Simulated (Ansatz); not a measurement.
AlSiNH6: geometry relaxation (part 2 of 2)

Continued. System: AlSiNH6. Method: RKS PBE-D4/def2-SVP (Ansatz 0.2.0). The geometry: force-field start.

Geometry of the input (Å):
```
N  -1.2110  0.5917  -0.9563
Si 0.3312  0.6268  -0.1580
Al 0.4444  -1.2339  1.2685
H  -1.2251  -0.2111  -1.5652
H  -1.2595  1.4459  -1.6370
H  0.4913  1.8802  0.6246
H  1.4268  0.5532  -1.1640
H  1.6549  -2.3146  1.0504
H  -0.5646  -1.3845  2.5199
```

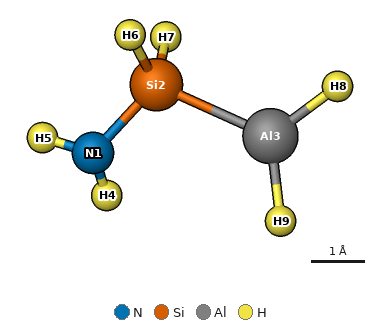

*The geometry at step 14 of the log (ball-and-stick view, seen at a tilt; atoms are numbered from 1 in the order of the input).*

Trajectory as extended XYZ, continued:
```
9
Properties=species:S:1:pos:R:3:forces:R:3 step=6 energy=-16046.34143
N    -1.1712    0.6290   -1.0232   -0.1144   0.0368  -0.0421
Si    0.4134    0.6044   -0.2564    0.0689  -0.0264  -0.0186
Al    0.5194   -1.2955    1.3260   -0.0103   0.0145  -0.0285
H    -1.4306   -0.1637   -1.6186    0.0306   0.0099   0.0477
H    -1.4408    1.4961   -1.5006    0.0218  -0.0206   0.0158
H     0.5169    1.8945    0.5295   -0.0144  -0.0122  -0.0068
H     1.6050    0.6307   -1.2022    0.0172   0.0069   0.0104
H     1.7191   -2.3656    1.3094    0.0023   0.0051   0.0166
H    -0.6429   -1.4763    2.4190   -0.0017  -0.0139   0.0053
9
Properties=species:S:1:pos:R:3:forces:R:3 step=7 energy=-16046.34471
N    -1.1760    0.6386   -0.9813   -0.0322   0.0169  -0.0361
Si    0.4350    0.6115   -0.2685    0.0207   0.0201   0.0355
Al    0.5210   -1.2886    1.3039    0.0082  -0.0504   0.0101
H    -1.4597   -0.1829   -1.5230   -0.0085   0.0069   0.0018
H    -1.4307    1.4810   -1.5074   -0.0118   0.0021  -0.0074
H     0.5584    1.8999    0.5184    0.0122  -0.0176  -0.0046
H     1.6061    0.6384   -1.2372    0.0140  -0.0032  -0.0174
H     1.7464   -2.3299    1.3702   -0.0047   0.0361   0.0110
H    -0.7121   -1.5143    2.3077    0.0020  -0.0109   0.0072
9
Properties=species:S:1:pos:R:3:forces:R:3 step=8 energy=-16046.34632
N    -1.1828    0.6729   -0.9548   -0.0610  -0.1319  -0.1069
Si    0.4477    0.5927   -0.2926   -0.0451   0.0801   0.0120
Al    0.5130   -1.3030    1.2798    0.1187  -0.1776   0.2067
H    -1.5270   -0.1613   -1.4472    0.0367   0.1686   0.0584
H    -1.4206    1.5066   -1.5028   -0.0176  -0.0288  -0.0100
H     0.6220    1.8742    0.4982    0.0407  -0.0334   0.0138
H     1.5942    0.6095   -1.2908    0.0099  -0.0363  -0.0121
H     1.8376   -2.2260    1.5076   -0.2237   0.1589  -0.0398
H    -0.7957   -1.6120    2.1856    0.1415   0.0004  -0.1221
9
Properties=species:S:1:pos:R:3:forces:R:3 step=9 energy=-16046.35352
N    -1.1920    0.6900   -0.9633    0.0231  -0.0714   0.0074
Si    0.4352    0.5940   -0.2924   -0.0166   0.0054   0.0358
Al    0.5205   -1.2918    1.2994    0.0093  -0.1814   0.0983
H    -1.5457   -0.1399   -1.4504    0.0128   0.0526   0.0271
H    -1.4167    1.5198   -1.5198   -0.0179   0.0422  -0.0359
H     0.6409    1.8700    0.5006    0.0134  -0.0184  -0.0328
H     1.5853    0.5694   -1.2897   -0.0176  -0.0021   0.0083
H     1.8524   -2.1914    1.5253   -0.1371   0.1372  -0.0140
H    -0.7916   -1.6664    2.1731    0.1307   0.0359  -0.0942
9
Properties=species:S:1:pos:R:3:forces:R:3 step=10 energy=-16046.36190
N    -1.2073    0.7299   -0.9720    0.0629   0.1114   0.0553
Si    0.4110    0.5670   -0.2917    0.0235  -0.0504  -0.0325
Al    0.5161   -1.3213    1.3034   -0.0706   0.0526   0.0609
H    -1.6020   -0.0809   -1.4521   -0.0221  -0.0995  -0.0139
H    -1.3981    1.5655   -1.5354    0.0257   0.0026   0.0203
H     0.6834    1.8393    0.4889   -0.0155  -0.0337  -0.0308
H     1.5642    0.4825   -1.2872   -0.0497   0.0211   0.0152
H     1.9198   -2.0559    1.5996   -0.0691   0.0145   0.0058
H    -0.7987   -1.7724    2.1295    0.1150  -0.0186  -0.0803
9
Properties=species:S:1:pos:R:3:forces:R:3 step=11 energy=-16046.36893
N    -1.2155    0.7728   -0.9531   -0.0237   0.0392  -0.0866
Si    0.4085    0.5506   -0.3050    0.0352   0.0429  -0.0289
Al    0.5071   -1.3179    1.3095    0.0051  -0.1115   0.1317
H    -1.6665   -0.0376   -1.3916    0.0553   0.0468   0.0622
H    -1.3747    1.5965   -1.5483    0.0367  -0.0978   0.0886
H     0.7497    1.8248    0.4499   -0.0220  -0.0690  -0.0362
H     1.5399    0.4202   -1.3243   -0.0704  -0.0077   0.0393
H     1.9594   -1.9218    1.7235   -0.2165   0.0836  -0.0387
H    -0.8195   -1.9340    2.0223    0.2004   0.0735  -0.1313
9
Properties=species:S:1:pos:R:3:forces:R:3 step=12 energy=-16046.37678
N    -1.2159    0.7750   -0.9295    0.0055   0.0202  -0.0782
Si    0.4210    0.5539   -0.3126    0.0037   0.0211  -0.0072
Al    0.5123   -1.3111    1.2994   -0.0104  -0.0953   0.1160
H    -1.6763   -0.0413   -1.3471    0.0525   0.0597   0.0537
H    -1.3788    1.5896   -1.5349    0.0132  -0.0789   0.0650
H     0.7751    1.8275    0.4346   -0.0048  -0.0518  -0.0432
H     1.5330    0.4065   -1.3483   -0.0532   0.0119   0.0219
H     1.9479   -1.8896    1.7810   -0.1548   0.0656  -0.0386
H    -0.8299   -1.9569    1.9403    0.1483   0.0476  -0.0893
9
Properties=species:S:1:pos:R:3:forces:R:3 step=13 energy=-16046.38766
N    -1.2145    0.7897   -0.8824    0.0869  -0.0032  -0.0092
Si    0.4429    0.5521   -0.3216   -0.0976   0.0431  -0.0321
Al    0.5008   -1.3013    1.2968   -0.0122  -0.0912   0.0450
H    -1.7003   -0.0336   -1.2539    0.0323   0.0527   0.0239
H    -1.3742    1.5833   -1.5128   -0.0373  -0.0251   0.0062
H     0.8492    1.8323    0.3807   -0.0034  -0.0292  -0.0118
H     1.5076    0.3734   -1.3990   -0.0180  -0.0229   0.0191
H     1.9192   -1.7763    1.8971   -0.0732   0.0128   0.0124
H    -0.8424   -2.0659    1.7781    0.1226   0.0629  -0.0535
9
Properties=species:S:1:pos:R:3:forces:R:3 step=14 energy=-16046.39351
N    -1.2208    0.8157   -0.8467    0.1652  -0.0691   0.0489
Si    0.4519    0.5492   -0.3381   -0.0893   0.0718  -0.0634
Al    0.5172   -1.3024    1.2806    0.0096  -0.1352   0.1791
H    -1.7354   -0.0076   -1.1771    0.0265   0.0584   0.0096
H    -1.3812    1.5947   -1.4937   -0.0483  -0.0032  -0.0114
H     0.9136    1.8300    0.3272   -0.0117  -0.0401  -0.0143
H     1.4747    0.3247   -1.4484   -0.0242  -0.0117   0.0155
H     1.8846   -1.6870    2.0666   -0.1699   0.0575  -0.1090
H    -0.8162   -2.1635    1.6124    0.1420   0.0715  -0.0550
9
Properties=species:S:1:pos:R:3:forces:R:3 step=15 energy=-16046.39743
N    -1.2182    0.8241   -0.8327    0.1402  -0.0097   0.0232
Si    0.4566    0.5511   -0.3407   -0.0861   0.0229   0.0123
Al    0.5077   -1.2888    1.2955    0.0389  -0.1231   0.0261
H    -1.7426    0.0016   -1.1473    0.0140   0.0260   0.0043
H    -1.3850    1.5974   -1.4854   -0.0412  -0.0075  -0.0029
H     0.9385    1.8317    0.3096   -0.0069  -0.0289  -0.0445
H     1.4638    0.2872   -1.4574   -0.0224   0.0124   0.0240
H     1.8673   -1.6415    2.0985   -0.1375   0.0399  -0.0408
H    -0.7996   -2.2091    1.5427    0.1010   0.0681  -0.0017
9
Properties=species:S:1:pos:R:3:forces:R:3 step=16 energy=-16046.39539 accepted=F
N    -1.1869    0.8358   -0.8308   -0.2184  -0.1507   0.0194
Si    0.4751    0.5445   -0.3446   -0.0350   0.2103  -0.1537
Al    0.5074   -1.2937    1.2823    0.0146  -0.0487   0.0488
H    -1.7312    0.0088   -1.0907   -0.0409  -0.0064   0.0043
H    -1.4353    1.6044   -1.4621    0.1533   0.0153   0.0421
H     0.9646    1.8369    0.2631    0.0753   0.0028   0.0532
H     1.4563    0.2702   -1.4761    0.0698  -0.0368  -0.0019
H     1.8094   -1.6061    2.1683    0.0081   0.0186   0.0034
H    -0.7711   -2.2470    1.4734   -0.0268  -0.0044  -0.0156
9
Properties=species:S:1:pos:R:3:forces:R:3 step=17 energy=-16046.40124
N    -1.2097    0.8251   -0.8285    0.0242   0.0022  -0.0063
Si    0.4625    0.5505   -0.3466   -0.0145  -0.0106   0.0054
Al    0.5092   -1.2980    1.2799    0.0018   0.0088   0.0273
H    -1.7397    0.0027   -1.1311   -0.0064  -0.0024   0.0060
H    -1.4052    1.6013   -1.4694    0.0097   0.0007   0.0098
H     0.9551    1.8286    0.2955   -0.0032  -0.0093  -0.0156
H     1.4655    0.2794   -1.4633   -0.0090   0.0143  -0.0086
H     1.8385   -1.6160    2.1261   -0.0190  -0.0016  -0.0034
H    -0.7877   -2.2198    1.5203    0.0165  -0.0022  -0.0144
9
Properties=species:S:1:pos:R:3:forces:R:3 step=18 energy=-16046.40311
N    -1.2047    0.8330   -0.8123   -0.0426  -0.0239  -0.0137
Si    0.4704    0.5472   -0.3543    0.0242   0.0247  -0.0138
Al    0.5088   -1.2932    1.2821   -0.0012  -0.0323   0.0187
H    -1.7493    0.0122   -1.0936    0.0024   0.0087   0.0100
H    -1.4135    1.6061   -1.4528    0.0304   0.0007   0.0168
H     0.9863    1.8285    0.2616   -0.0060  -0.0086   0.0001
H     1.4519    0.2625   -1.4877   -0.0100  -0.0063   0.0039
H     1.8039   -1.5756    2.1939   -0.0341   0.0092  -0.0124
H    -0.7655   -2.2670    1.4461    0.0367   0.0280  -0.0096
9
Properties=species:S:1:pos:R:3:forces:R:3 step=19 energy=-16046.40397
N    -1.2011    0.8375   -0.7937   -0.0771  -0.0236  -0.0280
Si    0.4799    0.5448   -0.3654    0.0541   0.0060  -0.0022
Al    0.5128   -1.2899    1.2787   -0.0275  -0.0493   0.0220
H    -1.7577    0.0194   -1.0602    0.0169   0.0170   0.0127
H    -1.4210    1.6111   -1.4299    0.0351  -0.0035   0.0213
H     1.0139    1.8259    0.2350   -0.0048  -0.0106  -0.0124
H     1.4389    0.2395   -1.5140   -0.0186   0.0082   0.0154
H     1.7652   -1.5318    2.2613   -0.0474   0.0065  -0.0275
H    -0.7425   -2.3028    1.3711    0.0693   0.0492  -0.0012
9
Properties=species:S:1:pos:R:3:forces:R:3 step=20 energy=-16046.40461
N    -1.2004    0.8373   -0.7866   -0.0642  -0.0081  -0.0227
Si    0.4835    0.5435   -0.3701    0.0492   0.0012  -0.0033
Al    0.5121   -1.2881    1.2775   -0.0063  -0.0446   0.0214
H    -1.7595    0.0213   -1.0536    0.0148   0.0106   0.0082
H    -1.4209    1.6141   -1.4186    0.0236  -0.0034   0.0167
H     1.0230    1.8253    0.2230   -0.0074  -0.0075  -0.0067
H     1.4337    0.2370   -1.5254   -0.0166   0.0012   0.0153
H     1.7459   -1.5211    2.2833   -0.0282   0.0134  -0.0214
H    -0.7289   -2.3156    1.3534    0.0351   0.0373  -0.0075
9
Properties=species:S:1:pos:R:3:forces:R:3 step=21 energy=-16046.40516
N    -1.2002    0.8335   -0.7696   -0.0063   0.0143   0.0039
Si    0.4905    0.5345   -0.3768    0.0218   0.0006  -0.0146
Al    0.5161   -1.2918    1.2754    0.0161   0.0328   0.0019
H    -1.7623    0.0236   -1.0467    0.0040  -0.0044  -0.0049
H    -1.4175    1.6216   -1.3882   -0.0054  -0.0044   0.0036
H     1.0372    1.8189    0.2020   -0.0045  -0.0001   0.0045
H     1.4211    0.2279   -1.5466   -0.0057  -0.0078   0.0062
H     1.7155   -1.4864    2.3267   -0.0148  -0.0096  -0.0080
H    -0.7120   -2.3281    1.3066   -0.0052  -0.0214   0.0074
9
Properties=species:S:1:pos:R:3:forces:R:3 step=22 energy=-16046.40535
N    -1.2002    0.8341   -0.7674    0.0043   0.0180   0.0031
Si    0.4921    0.5360   -0.3794    0.0042  -0.0125   0.0003
Al    0.5154   -1.2882    1.2749    0.0142   0.0082   0.0068
H    -1.7609    0.0244   -1.0479    0.0028  -0.0050  -0.0049
H    -1.4191    1.6244   -1.3826   -0.0078  -0.0031   0.0004
H     1.0386    1.8205    0.1992   -0.0005  -0.0011  -0.0055
H     1.4192    0.2218   -1.5497   -0.0030   0.0041   0.0049
H     1.7084   -1.4849    2.3324   -0.0056   0.0005  -0.0047
H    -0.7051   -2.3344    1.3034   -0.0086  -0.0090  -0.0005
```

Summary:

```json
{"quantity": "outcome", "value": "converged"}
{"quantity": "total energy", "value": "−16046.4054 eV"}
{"quantity": "mean-field energy", "value": "−16046.2513 eV"}
{"quantity": "dispersion energy", "value": "−0.1541 eV"}
{"quantity": "SCF solution under orbital rotations", "value": "stable"}
{"quantity": "largest force (length of the vector) at the end", "value": "0.019 eV/Å"}
{"quantity": "dipole moment", "value": "1.38 D"}
{"quantity": "hardware", "value": "2 threads of AMD EPYC, 23 GiB of memory available, shared host"}
{"quantity": "wall time", "value": "22 s (CPU time 37 s)"}
{"quantity": "peak memory", "value": "0.14 GiB"}
```
